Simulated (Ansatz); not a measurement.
# BFH2OS: rigid scan of one bond length, by script

How does the energy of BFH2OS change as one bond is stretched? Aim: a rigid scan of one bond length, for BFH2OS, run from a script. SMILES: OB(F)S.

Computed with the Python package of Ansatz 0.2.0. Level of theory: Hartree-Fock/6-31G*.

## Step 1: Starting point

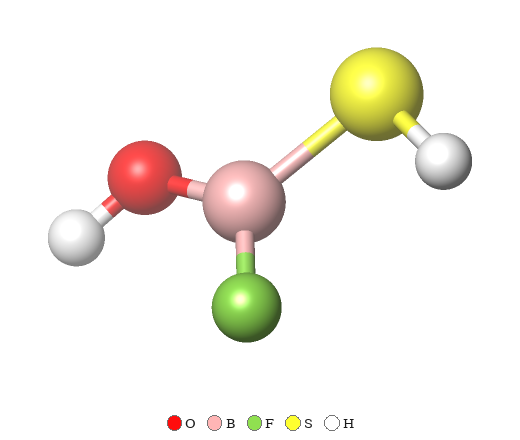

The starting structure, viewed from a chosen angle; oxygen red, boron pink, fluorine green, sulfur yellow, hydrogen white.

No structure file is read: the coordinates are typed or built in the script.

## Step 2: Script

The input, scan_bfh2os.py:

```python
import warnings

import ansatz
import numpy as np


def main() -> None:
    warnings.simplefilter("ignore", ansatz.DeckWarning)

    geometry_ang = [
        ("O", (1.26218, 0.66129, -0.15446)),
        ("B", (0.13271, -0.02148, -0.00541)),
        ("F", (0.16596, -1.35365, 0.14975)),
        ("S", (-1.45789, 0.81901, -0.00868)),
        ("H", (2.08512, 0.17059, -0.14762)),
        ("H", (-2.18808, -0.27576, 0.16642)),
    ]
    mol = ansatz.Crystal.molecule()
    for symbol, xyz in geometry_ang:
        mol = mol.atom(symbol, xyz)

    symbols = [site.symbol for site in mol.cartesian_sites]
    start = np.array([site.position_ang for site in mol.cartesian_sites])
    axis = (start[3] - start[1]) / np.linalg.norm(start[3] - start[1])
    moving = [3, 5]
    lengths, energies = [1.53, 1.66, 1.8, 1.98, 2.25, 2.7, 3.24, 3.96], []
    for length in lengths:
        xyz = start.copy()
        xyz[moving] += (length - np.linalg.norm(start[3] - start[1])) * axis
        point = ansatz.Crystal.molecule()
        for symbol, place in zip(symbols, xyz):
            point = point.atom(symbol, place.tolist())
        model = point.calculation().basis(gaussian="6-31G*").functional("hf").spin("collinear")
        rep = model.run(threads=1).report
        energies.append(rep["free_energy_ev"])
        print(f"r = {length:6.3f} A  E = {energies[-1]:.5f} eV  <S^2> = {abs(rep['mean_field']['state']['spin_squared']):.3f}")

    print("energy above the lowest point (eV):", [round(e - min(energies), 3) for e in energies])


if __name__ == "__main__":
    main()
```

## Step 3: The run

The run is started by

```sh
$ python scan_bfh2os.py
```

Output:

```text
r =  1.530 A  E = -16265.52907 eV  <S^2> = 0.000
r =  1.660 A  E = -16266.71809 eV  <S^2> = 0.000
r =  1.800 A  E = -16267.10541 eV  <S^2> = 0.000
r =  1.980 A  E = -16266.87863 eV  <S^2> = 0.000
r =  2.250 A  E = -16265.90647 eV  <S^2> = 0.000
r =  2.700 A  E = -16264.28504 eV  <S^2> = 0.472
r =  3.240 A  E = -16263.74509 eV  <S^2> = 0.892
r =  3.960 A  E = -16263.60534 eV  <S^2> = 0.994
energy above the lowest point (eV): [1.576, 0.387, 0.0, 0.227, 1.199, 2.82, 3.36, 3.5]
```

It took 10 s on 1 thread of Arm Neoverse V2, shared host; peak memory 0.21 GiB.

## Step 4: Run by run

From the records of these 8 runs:

| run | distance (Å) | energy from run 3 (eV) | <S²> | SCF cycles | CPU time (s) |
| --- | --- | --- | --- | --- | --- |
| 1 | 1.53 | 1.5763 | 0.00 | 12 | 0.53 |
| 2 | 1.66 | 0.3873 | 0.00 | 12 | 0.52 |
| 3 | 1.80 | 0.0000 | 0.00 | 12 | 0.52 |
| 4 | 1.98 | 0.2268 | 0.00 | 12 | 0.52 |
| 5 | 2.25 | 1.1989 | 0.00 | 12 | 0.6 |
| 6 | 2.70 | 2.8204 | 0.47 | 101 | 1.8 |
| 7 | 3.24 | 3.3603 | 0.89 | 140 | 2.4 |
| 8 | 3.96 | 3.5001 | 0.99 | 174 | 2.9 |

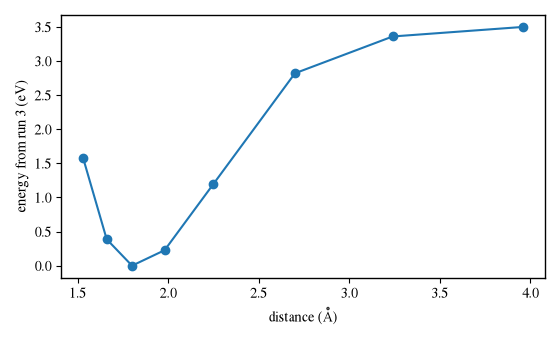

Energy against distance; lines join the points.

## Step 5: What came out

```
                  quantity     value
             runs compared         8
           range of energy  3.500 eV
lowest point, distance (Å)      1.80
```

In words: The lowest point, at 1.80, lies inside the range. The ends stand 1.58 and 3.5 eV above it. The distance scanned is the script's pair 1, 3. <S²> moves from 0.00 to 0.99: along the scan the mean field breaks spin symmetry. The rest of the molecule is held rigid at a force-field or estimated start geometry, and the basis set is modest; single-reference methods fail as a bond breaks.
